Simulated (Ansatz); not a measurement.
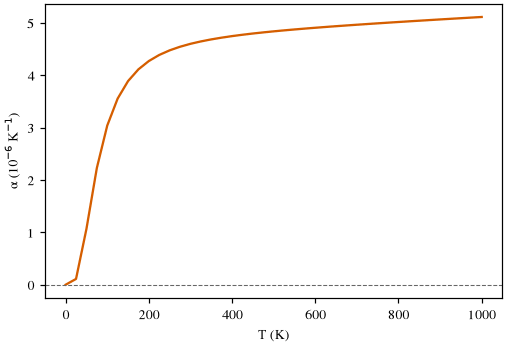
Linear thermal expansion of W in the bcc (W type) structure from quasi-harmonic lattice dynamics, PBEsol in Ansatz (a program for electronic structure)

The run noted for some of its cells that some bands missed the eigensolver's tolerance. Spin-orbit coupling is not included.

### Question
Read off α at 1000 K, and say whether it is negative anywhere.

### Answer
About 5.1 × 10⁻⁶ K⁻¹. It is not negative in the range shown.
